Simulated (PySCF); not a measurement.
SMILES [SiH2](N[SiH2]Cl)F at its PBE0/def2-SVP optimised geometry (Å):

```
10

Si    -0.0348    -1.6723     0.0000
F     -0.5191    -2.4526    -1.3415
N     -0.5730    -0.0307     0.0000
Si     0.3297     1.3910    -0.4014
Cl     0.9762     2.4047     1.2900
H     -0.6388    -2.4047     1.1422
H      1.4492    -1.6723     0.0000
H     -1.5324     0.1267     0.3015
H     -0.5244     2.3450    -1.1560
H      1.5324     0.9678    -1.1625
```

Level of theory: PBE0/def2-TZVP in PySCF. Cells within 0.4 Å of a nucleus heavier than hydrogen are left out (blank, or x).

Map of the deformation density (molecule minus spherical neutral atoms) (e/bohr³) on the plane z = 0.0 Å:

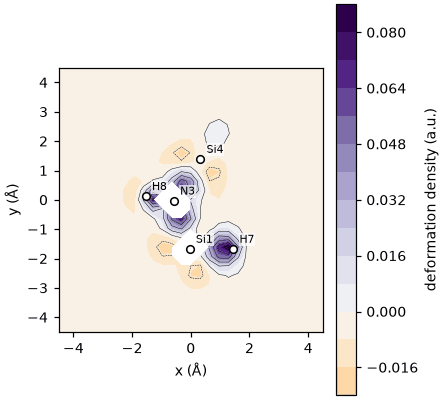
Figure: Deformation density (molecule minus spherical neutral atoms) (e/bohr³) on the plane z = 0.0 Å.
